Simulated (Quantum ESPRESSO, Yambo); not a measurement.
# Quasiparticle gap of SiO2 (Quartz) in Yambo, part 3 of 3

Wanted: ground state, empty states, screening and self-energy for SiO2 (Quartz).

Quantum ESPRESSO 7.5 and Yambo 5.3.0; LDA and many-body steps on it, plane waves. Known limits of the many-body steps: not at the basis limit; coarse k mesh.

So far. Step 3 (Bands along the symmetry lines): The gap is 5.801 eV, as in the run before at this level. Step 4 (Empty states on the mesh, 3×3×2 mesh, 496 bands): On this mesh the gap is 5.801 eV.

## (6) Screening and self-energy, 3×3×2 mesh, 496 bands, screening to 204.1 eV

G0W0 replaces the xc potential by the self-energy, built once from these orbitals. Only a window of levels is corrected, while the sums run over the empty bands that the input names.

This step: G0W0 on LDA, plane waves, norm-conserving pseudopotentials.

Input file gw3.in:

```
HF_and_locXC
gw0
dyson
ppa
em1d
rim_cut
RandQpts= 1000000
RandGvec= 1 RL
EXXRLvcs= 72 Ry
VXCRLvcs= 288 Ry
Chimod= "HARTREE"
% BndsRnXp
 1 | 496 |
%
NGsBlkXp= 15 Ry
% LongDrXp
 1 | 1 | 1 |
%
% GbndRnge
 1 | 496 |
%
DysSolver= "n"
ExtendOut
PPAPntXp= 27.21138 eV
% QPkrange
 5 | 5 | 23 | 26 |
 1 | 1 | 23 | 26 |
%
```

Command:

```console
$ OMP_NUM_THREADS=2 mpirun -n 2 yambo -F gw3.in -J gw3 -C gw3 > gw3.log
```

The program printed:

```text
 Yambo, version 5.3.0

 [02] CORE Variables Setup
 =========================

  [... cell, symmetries and grids as in the set-up ...]

  [02.05] Energies & Occupations
  ==============================

  [X] === General ===
  [X] Electronic Temperature                        :  0.000000  0.000000 [eV K]
  [X] Bosonic    Temperature                        :  0.000000  0.000000 [eV K]
  [X] Finite Temperature mode                       : no
  [X] El. density                                   :  0.42403E+24 [cm-3]
  [X] Fermi Level                                   :  2.172053 [eV]

  [X] === Gaps and Widths ===
  [X] Conduction Band Min                           :  5.801365 [eV]
  [X] Valence Band Max                              :  0.000000 [eV]
  [X] Filled Bands                                  :  24
  [X] Empty Bands                                   :    25   496
  [X] Direct Gap                                    :  6.125498 [eV]
  [X] Direct Gap localized at k                     :  1
  [X] Indirect Gap                                  :  5.801365 [eV]
  [X] Indirect Gap between kpts                     :   5   1
  [X] Last valence band width                       :  0.596915 [eV]
  [X] 1st conduction band width                     :  3.097078 [eV]

 [03] Transferred momenta grid and indexing
 ==========================================

 IBZ Q-points                                      :   8
 BZ  Q-points                                      :  18

 K/Q-points units:
 rlu = crystal or reduced units; cc = cartesian coordinates; iku = interal k-units

 Q [1]          [rlu]:  0.000000  0.000000  0.000000
 Q [2]          [rlu]:  0.000000  0.000000 -0.500000
 Q [3]          [rlu]:  0.72872E-17  0.33333       0.0000
 Q [4]          [rlu]:  0.72872E-17  0.33333     -0.50000
 Q [5]          [rlu]:  0.333333  0.333333  0.000000
 Q [6]          [rlu]:  0.333333  0.333333 -0.500000
 Q [7]          [rlu]: -0.333333  0.333333  0.000000
 Q [8]          [rlu]: -0.333333  0.333333 -0.500000

 [04] Coloumb potential Random Integration (RIM)
 ===============================================

  [04.01] RIM initialization
  ==========================

  * Diagonal components only detected *

  8 x (sBL volume)        :  0.144317 [a.u.]
  sBZ random points       :  1000000
  Points outside the sBZ  :   7993074
  RL volume               :  0.324712 [a.u.]
  Integrated volume       :  0.324994 [a.u.]

  [04.02] RIM integrals
  =====================

  Gamma point sphere radius             :  0.095146 [a.u.]
  Points outside the sphere             :   799469
  [Int_sBZ(q=0) 1/q^2]*(Vol_sBZ)^(-1/3) =:  7.664728
                                 should be <:  7.795600

  Summary of Coulomb integrals for non-metallic bands |Q|[au] RIM/Bare

  Q [1] 0.100000E-4 0.983212 * Q [7] 0.260336 1.012284
  Q [3] 0.260336 1.012215 * Q [2] 0.307345 1.138708
  Q [8] 0.402785 1.065434 * Q [4] 0.402785 1.065353
  Q [5] 0.450916 1.007191 * Q [6] 0.545698 1.021740

 [05] Dipoles
 ============

  [05.01] Setup: observables and procedures
  =========================================

  [WARNING] [x,Vnl] slows the Dipoles computation. To neglect it rename the ns.kb_pp file

 [06] Dynamic Dielectric Matrix (PPA)
 ====================================

 [WR./gw3//ndb.pp]---------------------------------------------------------------
  Brillouin Zone Q/K grids (IBZ/BZ)                :   8  18   8  18
  RL vectors                                       :   9395 [WF]
  Coulomb cutoff potential                         : none
  Electronic Temperature                           :  0.000000 [K]
  Bosonic    Temperature                           :  0.000000 [K]
  PPA    diel. fun.  energies                      : Slater exchange(X)+Perdew & Wang(C)
  wavefunctions                                    : Slater exchange(X)+Perdew & Wang(C)
  Global Gauge                                     : length
  X matrix size                                    :   775
  X band range                                     :     1   496
  X e/h energy range                               : -1.000000 -1.000000 [eV]
  X Time ordering                                  : R
  X Hxc Kernel                                     : HARTREE
  X Drude frequency                                :  0.000000  0.000000
  X poles                                          :  100.0000 [o/o]
  RL vectors in the sum                            :   9395
  [r,Vnl] included                                 : yes
  Field direction                                  :  0.577350E-5  0.577350E-5  0.577350E-5
  BZ energy Double Grid                            : no
  BZ energy DbGd points                            : 0
  BZ Q point size factor                           : -1.000000
  X Optical Averaged directions                    : none

 [07] Local Exchange-Correlation + Non-Local Fock
 ================================================

 [VXC] Plane waves :   63145
 [EXS] Plane waves :   7959

 QP @ state[ 1 ] K range:  1  1
 QP @ state[ 1 ] b range:  23  26
 QP @ state[ 2 ] K range:   5   5
 QP @ state[ 2 ] b range:  23  26

 [xc] Functional : Slater exchange(X)+Perdew & Wang(C)
 [xc] LIBXC used to calculate xc functional
  PP Number of Atomic Species                      :  2
  NLCC RL compoments                               :   63145
  PP Number of Atomic Species                      :  2
  NLCC RL compoments                               :   63145

 [xc] E_xc :  -24.88627 [Ha]
      E_xc :  -49.77254 [Ry]

  Local XC kind (lXC) : Slater exchange(X)+Perdew & Wang(C)
  Non-Local XC kind (nlXC) : Hartree-Fock

  Corrections @ K [1] :  [eV]
 <23|nlXC|23> = -25.06674 -0.44094E-17 <23|lXC|23> = -19.28076  0.37763E-15
 <24|nlXC|24> = -25.06523 -0.13045E-16 <24|lXC|24> = -19.28076  0.000000
 <25|nlXC|25> = -6.490484 -0.29917E-18 <25|lXC|25> = -11.30930  0.35403E-16
 <26|nlXC|26> = -5.316477 -0.55043E-18 <26|lXC|26> = -10.83373 -0.37763E-15

  Corrections @ K [5] :  [eV]
 <23|nlXC|23> = -25.37676 -0.35640E-17 <23|lXC|23> = -19.49812  0.47204E-16
 <24|nlXC|24> = -25.61633 -0.12032E-16 <24|lXC|24> = -19.84005  0.000000
 <25|nlXC|25> = -7.118706  0.79572E-18 <25|lXC|25> = -12.56942 -0.23602E-16
 <26|nlXC|26> = -7.117994 -0.11415E-17 <26|lXC|26> = -12.56942 -0.94408E-16

 [08] Dyson equation: Newton solver
 ==================================

  [08.01] G0W0 (W PPA)
  ====================

  [  GW  ] Bands range     :     1   496
  [GW/PPA] G damping       :  0.100000 [eV]

  QP @ state[ 1 ] K range:  1  1
  QP @ state[ 1 ] b range:  23  26
  QP @ state[ 2 ] K range:   5   5
  QP @ state[ 2 ] b range:  23  26

   Sc/G bands                                       :     1   496
   Sc/G damping                                     :  0.100000 ev
   Sc bands terminator                              : no
   Sx RL components                                 :   7959

   QP @ state[ 1 ] K range                          :  1  1
   QP @ state[ 1 ] b range                          :  23  26
   QP @ state[ 2 ] K range                          :   5   5
   QP @ state[ 2 ] b range                          :  23  26
   GF energies kind                                 : Slater exchange(X)+Perdew & Wang(C)
   GF WF`s kind                                     : Slater exchange(X)+Perdew & Wang(C)
   Xs energies kind                                 : Slater exchange(X)+Perdew & Wang(C)
   Xs WF`s kind                                     : Slater exchange(X)+Perdew & Wang(C)

 [11] Game Over & Game summary
```

It took 29 min on 2 MPI ranks of Arm Neoverse V1, shared host; peak memory 2 GiB.

This step gave:

```yaml
g0w0_gap_on_the_points_computed: 8.953 eV
starting_gap_on_the_mesh: 5.801 eV
k_of_the_valence_top: 0.3333, 0.3333, 0
k_of_the_conduction_bottom: 0, 0, 0
least_direct_g0w0_gap_on_the_computed_points: 9.318 eV
z_at_the_valence_top: 0.8142
z_at_the_conduction_bottom: 0.8680
```

The gap on the mesh goes from 5.80 eV to 8.95 eV, a correction of +3.15 eV.

Limits: finite bands, cutoff and mesh; coarse k mesh. v1 is the top filled band, c1 the lowest empty one. Levels before and after the correction, in eV, zero at the valence-band top of each column:

|  | conduction bottom | valence top |
| --- | --- | --- |
| Kohn-Sham | 5.80 | 0.00 |
| G0W0 | 8.95 | 0.00 |

|  | level | energy (eV) |
| --- | --- | --- |
| Kohn-Sham | Γ v2-v1 | -0.324 |
| Kohn-Sham | Γ c1 | 5.801 |
| Kohn-Sham | Γ c2 | 9.038 |
| Kohn-Sham | (0.333 0.333 0) v2 | -0.439 |
| Kohn-Sham | (0.333 0.333 0) v1 | 0.000 |
| Kohn-Sham | (0.333 0.333 0) c1-c2 | 8.700 |
| G0W0 | Γ v2-v1 | -0.365 |
| G0W0 | Γ c1 | 8.953 |
| G0W0 | Γ c2 | 12.416 |
| G0W0 | (0.333 0.333 0) v2 | -0.493 |
| G0W0 | (0.333 0.333 0) v1 | 0.000 |
| G0W0 | (0.333 0.333 0) c1-c2 | 12.155 |

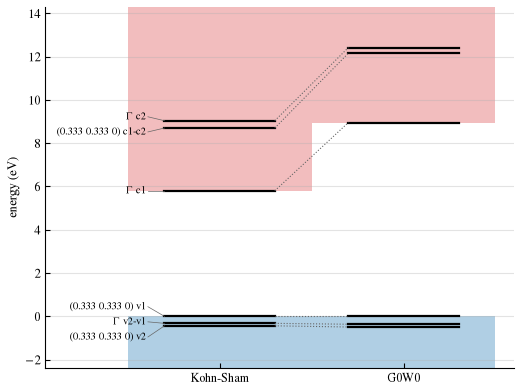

Levels before and after the correction. Shaded: valence and conduction bands.

## (7) Where the time went

Times are wall times on the hardware named with each run, good to a factor of about two.

| step | time | share | memory (GiB) |
| --- | --- | --- | --- |
| ground state | 92 s | 5 % | 0.59 |
| bands along the symmetry lines | 45 s | 2 % | 0.38 |
| empty states on the mesh | 2.7 min | 8 % | 1.6 |
| conversion and set-up | 2.8 s | 0 % | 0.24 |
| screening and self-energy | 29 min | 85 % | 2.0 |

## (8) What came out

| Item | Value |
| --- | --- |
| LDA gap | 5.80 eV, indirect |
| G0W0 gap on the mesh | 8.95 eV |
| GW settings | 3×3×2 mesh, 496 bands, screening to 204.1 eV, Godby-Needs plasmon pole |
| known limits | not at the basis limit; coarse k mesh |

What this shows: G0W0 moves the gap on the mesh from 5.80 eV to 8.95 eV (+3.15 eV), with Z of 0.81 and 0.87 at the edges. Only 2 of the mesh's irreducible points were corrected, so a valley elsewhere could overtake. The dearest step here is «screening and self-energy». Bands and cutoff are finite, so the gap is not at the basis limit. The miss can reach some tenths of an eV and take either sign; the mesh is an error of its own. In the G0W0 run levels were corrected at 2 k points alone, so a gap called «on the mesh» is the least over those, and an edge elsewhere would be missed. The 3×3×2 mesh is coarse for this cell, which bears on the long-range parts of exchange and screening.

[Paths, hosts, dates, memory and timing lines, banners, echoed tables and standing remarks are left out of the program output.]

[Logs are printed without paths, hosts, clocks, repeated set-up lines and the standing remarks that a program may print on its own settings, such as how far it seeks lower states.]

[Runs of the session that timed out or met a known fault of the program may be left out.]

[Hosts, paths, dates, database ids (printed as entryN), source tags and the programs' standing remarks are cut or masked in the printed files.]
